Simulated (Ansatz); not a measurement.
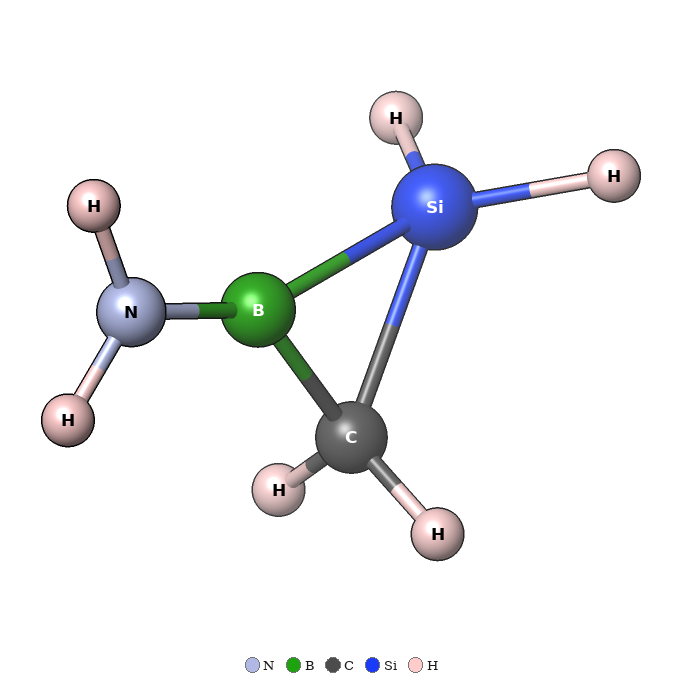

Atoms fade into the background with distance from the viewer. The geometry was computed by an optimisation with PBE0-D4/def2-TZVP.

Which symmetry elements does this geometry have?

Answer. It has 1 mirror plane, so the point group is Cs. The group has 2 operations. The geometry is achiral, and symmetry allows a dipole moment.
